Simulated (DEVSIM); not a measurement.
Structure: abrupt Si p-n junction, at 300 K.

```
layer (left to right)  material  thickness (μm)  Nd (cm⁻³)  Na (cm⁻³)  τn (s)  τp (s)
---------------------  --------  --------------  ---------  ---------  ------  ------
1                            Si            34.0          -     1.8e18  1.1e-7  1.1e-7
2                            Si             140     1.4e17          -  1.1e-7  1.1e-7
```

Left contact: ohmic. Right contact: ohmic. Voltage is applied to the left contact. Recombination: SRH at mid-gap, Auger. Mobility is constant in doping.

This is a model device: material constants are rounded textbook-type values typed into the input, and sizes, dopings and lifetimes were drawn at random. Values at 300 K.

```tsv
parameter	Si
gap (eV)	1.124
affinity (eV)	4.05
permittivity	11.7
Nc (cm⁻³)	2.86e19
Nv (cm⁻³)	3.1e19
μn (cm²/Vs)	1417
μp (cm²/Vs)	470
Cn (cm⁶/s)	2.8e-31
Cp (cm⁶/s)	9.9e-32
```

Simulated with DEVSIM: 1D drift-diffusion, Boltzmann statistics, complete ionisation; no tunnelling, impact ionisation, image-force lowering or self-heating.

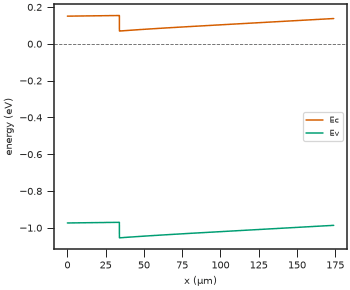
Band edges at 0.9 V on the left contact

Energies count from the Fermi level of the right contact; mesh points crowd at the junctions.

```
x (μm)   Ec (eV)  Ev (eV)  n (cm⁻³)  p (cm⁻³)  field (V/cm)
-------  -------  -------  --------  --------  ------------
0.000      0.150   -0.974     < 1e2    1.8e18           ≈ 0
0.06101    0.150   -0.974    9.7e12    1.8e18           ≈ 0
0.2769     0.150   -0.974    4.4e13    1.8e18           ≈ 0
1.041      0.151   -0.973    1.7e14    1.8e18           ≈ 0
5.875      0.151   -0.973    9.4e14    1.8e18           ≈ 0
20.14      0.152   -0.972    3.7e15    1.8e18           ≈ 0
30.10      0.153   -0.971    6.5e15    1.8e18           ≈ 0
33.29      0.154   -0.970    7.7e15    1.8e18           ≈ 0
33.82      0.154   -0.970    7.9e15    1.8e18           ≈ 0
33.97      0.154   -0.970    8.0e15    1.8e18           ≈ 0
34.01      0.084   -1.040    1.2e17    1.2e17        -18000
34.17      0.070   -1.054    2.1e17    6.8e16           ≈ 0
34.66      0.070   -1.054    2.1e17    6.6e16           ≈ 0
36.39      0.071   -1.053    2.0e17    5.9e16           ≈ 0
46.85      0.077   -1.047    1.7e17    2.9e16           ≈ 0
79.58      0.094   -1.030    1.4e17    2.5e15           ≈ 0
143.1      0.123   -1.001    1.4e17    1.8e13           ≈ 0
165.3      0.133   -0.991    1.4e17    2.4e12           ≈ 0
172.4      0.137   -0.987    1.4e17    4.2e11           ≈ 0
173.6      0.137   -0.987    1.4e17    1.2e11           ≈ 0
173.9      0.137   -0.987    1.4e17    2.8e10           ≈ 0
174.0      0.138   -0.986    1.4e17       830           ≈ 0
```
